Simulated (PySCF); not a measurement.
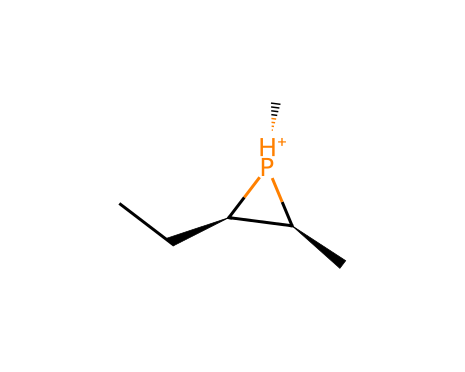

The species has charge +1 and is a spin singlet.

> Transcribe the drawing into SMILES.

CC[C@@H]1[C@H](C)[P@H+]1C

> Give the formula, hydrogens included.

C6H14P, charge +1.

> An optimisation with PBE0-D3(BJ)/def2-SVP gave a structure of which point group?

C1.

The parts below concern this one geometry. Atoms keep their numbers from picture to picture. The computed structure is the end point of a PBE0-D3(BJ)/def2-SVP optimisation. No frequency run is at hand to confirm it as a minimum.

**Geometry**

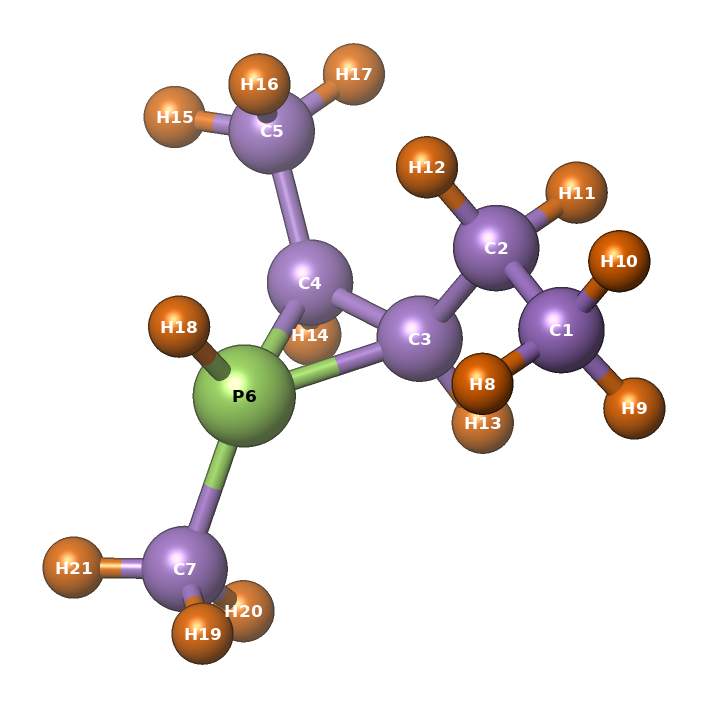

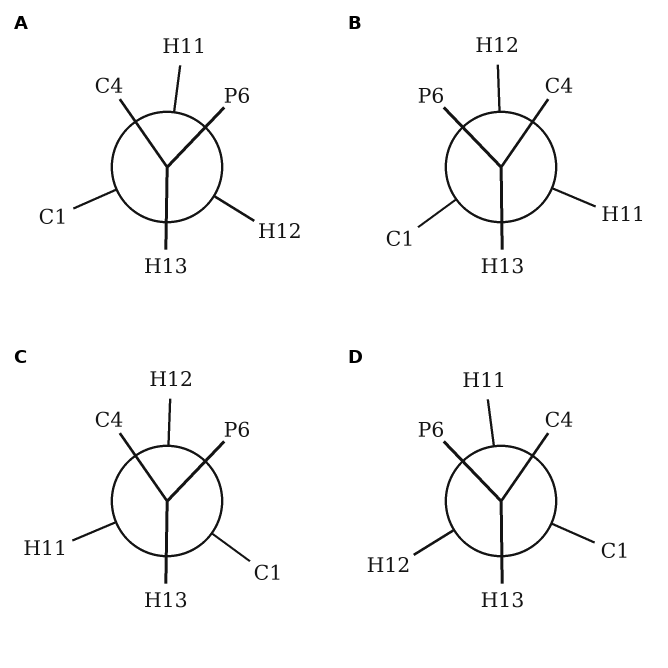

Atoms fade into the background with distance from the viewer. Bonds that would overlap in a projection are set slightly apart. No frequency run is at hand to confirm it as a minimum.

> Which Newman projection shows the view along C3–C2, with C3 in front?

C. The torsion angle P6–C3–C2–C1 is 82°, about perpendicular.

**Bond orders**

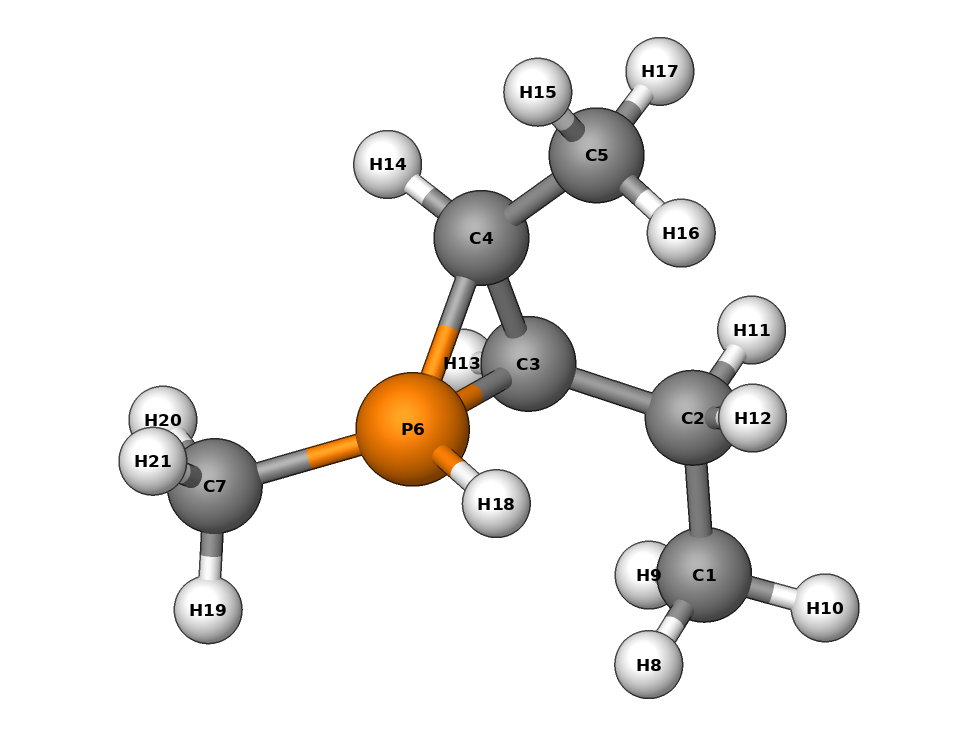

Every bond is drawn as one stick. No frequency run is at hand to confirm it as a minimum. Method: PBE0/pcSseg-1 (PySCF 2.14.0).

List the Mayer bond orders of C1–C2, C2–C3, C3–C4, C3–P6, C4–C5, C4–P6, P6–C7 (bonds between heavy atoms, one of each equivalent set).

```json
{"bond": "C1–C2", "Mayer order": "1.05", "length (Å)": "1.519"}
{"bond": "C2–C3", "Mayer order": "1.00", "length (Å)": "1.512"}
{"bond": "C3–C4", "Mayer order": "0.85", "length (Å)": "1.530"}
{"bond": "C3–P6", "Mayer order": "0.92", "length (Å)": "1.812"}
{"bond": "C4–C5", "Mayer order": "1.04", "length (Å)": "1.507"}
{"bond": "C4–P6", "Mayer order": "0.93", "length (Å)": "1.814"}
{"bond": "P6–C7", "Mayer order": "1.04", "length (Å)": "1.795"}
```

**Electronic properties**

No frequency run is at hand to confirm it as a minimum. Level of theory: PBE0/def2-SVPD in chloroform (IEF-PCM) (PySCF 2.14.0). Excitations: vertical, linear response.

> Give the lowest vertical singlet excitation at this level.

7.20 eV.

> What is the HOMO–LUMO gap?

8.14 eV.

> Estimate the HOMO energy (Kohn–Sham orbital).

−9.30 eV.

> Give the mean static polarisability at this level.

112.9 bohr³.

**NMR shielding**

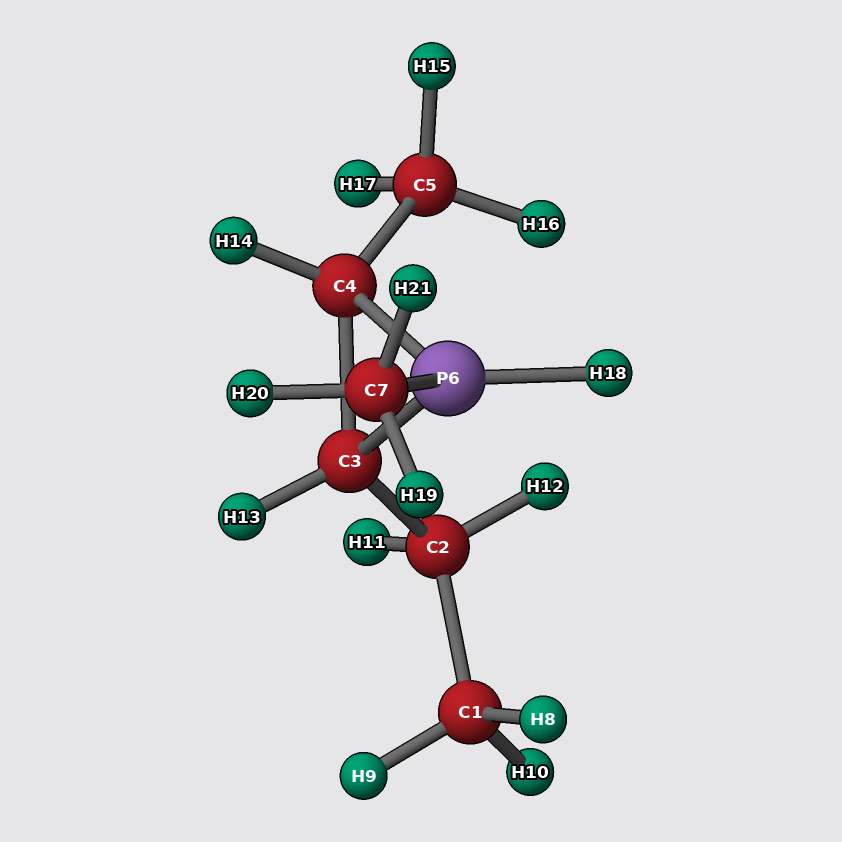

The questions are on isotropic NMR shieldings of the H atoms. No frequency run is at hand to confirm it as a minimum. Method: GIAO PBE0/pcSseg-1 NMR shielding, non-relativistic, gas phase (PySCF 2.14.0).

> Which H atom is the most shielded (lowest chemical shift)?

H8 (30.33 ppm).

> Which H atom is the least shielded (highest chemical shift)?

H18 (27.63 ppm).

> How wide is the range of H shifts?

2.70 ppm.

List the isotropic NMR shieldings of the H atoms.

| atom | σ (ppm) |
| --- | --- |
| H8 | 30.33 |
| H9 | 29.74 |
| H10 | 29.36 |
| H11 | 28.90 |
| H12 | 30.16 |
| H13 | 28.77 |
| H14 | 28.59 |
| H15 | 29.09 |
| H16 | 30.28 |
| H17 | 29.17 |
| H18 | 27.63 |
| H19 | 28.77 |
| H20 | 30.11 |
| H21 | 28.74 |
